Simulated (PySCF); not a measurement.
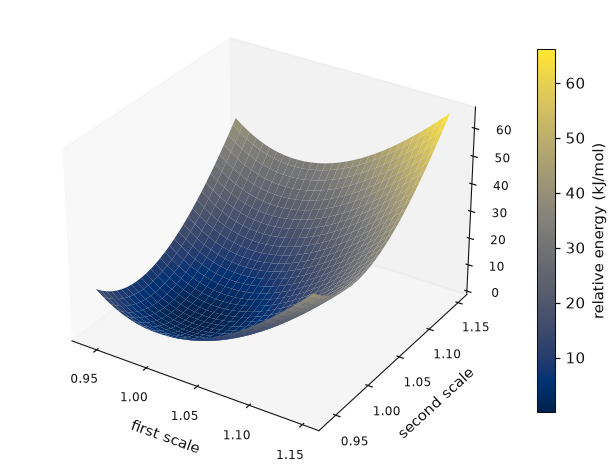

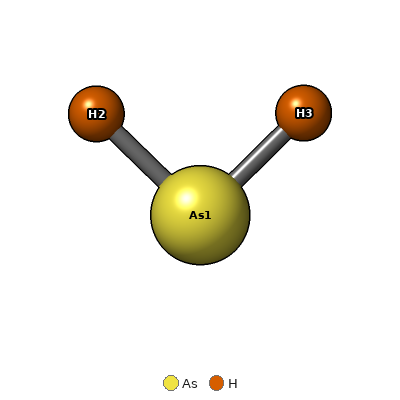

Energy landscape of AsH₂⁺, singlet, rigid, from a minimum of the shape that electron-pair counting expects: bond 1-2 scaled first, bond 1-3 second (atom 1 is the central atom; scales multiply the bond lengths of the minimum). PBE0/def2-TZVP in PySCF 2.14.0, restricted determinant, no spin-orbit coupling; energies count from the minimum, which needn't lie on the grid. The map is drawn from 6 × 6 computed points, interpolated.

Which computed point is the lowest, and which the highest?

Answer. Lowest at 1.00 and 1.00 (0 kJ/mol), highest at 1.15 and 1.15 (66 kJ/mol).

How does the best value of the first coordinate follow the second?

Answer. It moves little, from 1.000 to 1.001, as the second goes from 0.94 to 1.15 (from a spline through the points).

Note: no scalar relativity.
